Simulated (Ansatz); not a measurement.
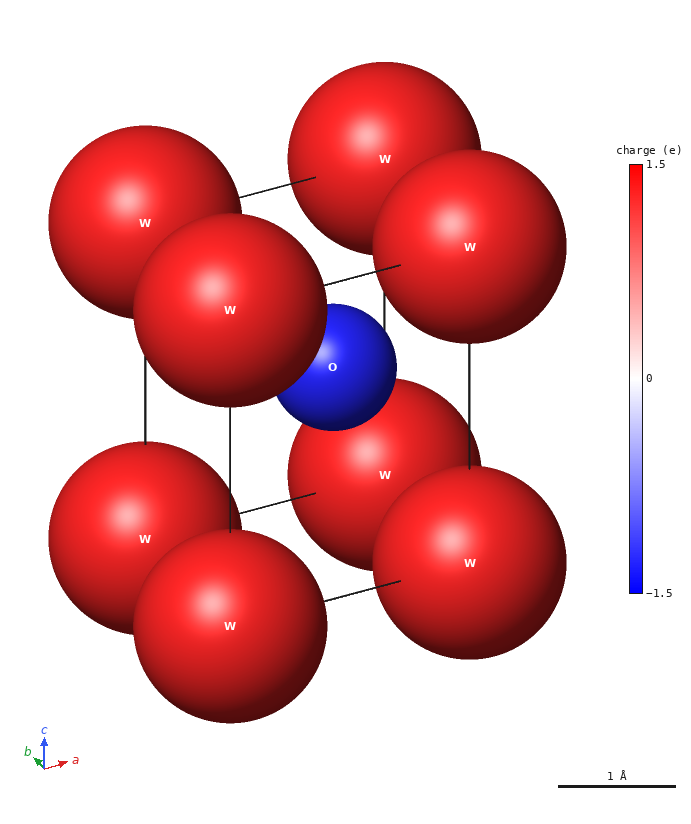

View slightly off an axis, drawn as a spheres-only model. One simulation cell is framed, with atoms on its boundary repeated. The atoms of this WO cell are coloured by their Bader charge.

All computed values are from Ansatz 0.2.0, DFT, PAW plane waves, r2SCAN. Settings: plane waves to 500 eV, a 13×13×12 grid in reciprocal space, Fermi-Dirac smearing of 0.1 eV, no spin polarisation. The pressure of the cell is 25 GPa.

Which element is the most positive, and which the most negative?

Most positive: W; most negative: O. Charges: about W +1.3 e; O -1.3 e.

The structure is a generated cell, made by putting these elements into a known structure type (the compound may or may not exist in this form); no relaxation was done. It was run through Ansatz as a DFT input.

At this level of theory the cell isn't at rest (compressed, at 25 GPa), so its distances can differ from those at equilibrium, the more so the softer the solid.
